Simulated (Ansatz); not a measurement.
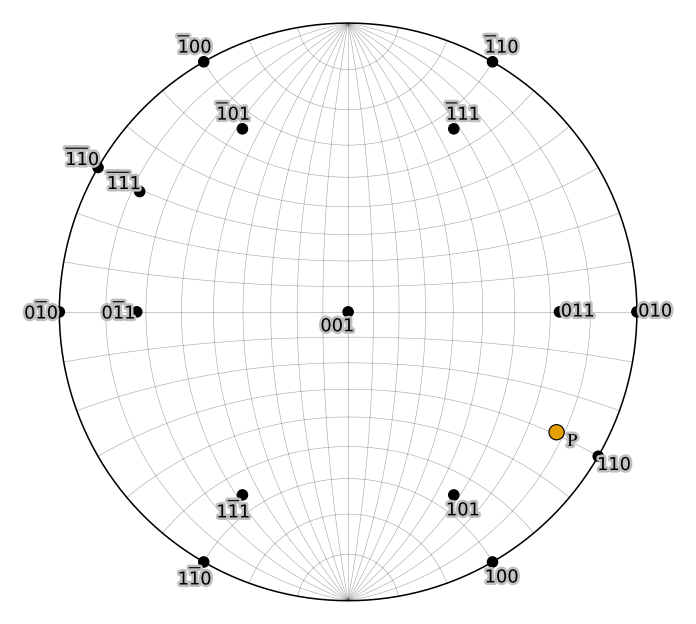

Crystal: C, coordinates from a relaxation with Ansatz, DFT LDA, scalar-relativistic, plane waves, PAW. Stereographic projection of plane normals (upper hemisphere) centred on (0 0 1). Geometry calculated from the standardised cell; symmetry tolerance 0.002 Å.

a = 2.445 Å, b = 2.445 Å, c = 6.676 Å, α = 90.00°, β = 90.00°, γ = 120.00°.

Q: Index the pole marked P.

A: P is (1 1 1), in four indices (1 1 −2 1), 79.6° from the centre.

Q: What is the angle between the normals of (1 0 1) and (−1 1 1), and what are their d_hkl = 1/|g|?

A: 111.3°; d = 2.018 Å and 2.018 Å.
